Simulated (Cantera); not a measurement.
Charge: 1 mol B₂O₃, 12 mol H₂O, 0.99 mol N₂, 4.8 mol NH₃, held at 1.00 Torr.

These are equilibrium values from Cantera (NASA tables, ideal gas, pure condensed phases), not measurements of a reactor. Candidate condensed phases: B, BN, B₂O₃, B₃O₃H₃, H₂O; 39 gas species. Gases not in the tables: H₃BO₃. Rates play no part.

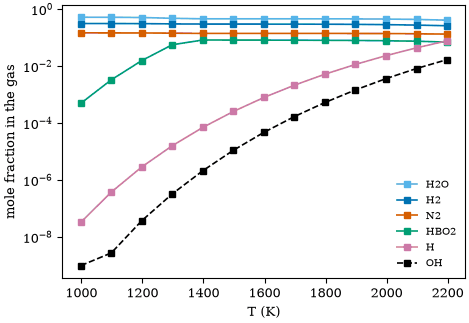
Fig. 1. Equilibrium gas composition (values under 1e-9 drawn at 1e-9)

**Question.** Read off the mole fractions at 1598 K.

**Answer.** H₂O about 0.47, H₂ about 0.30, N₂ about 0.14, HBO₂ about 0.083, H about 0.00080, OH about 4.8e-5.
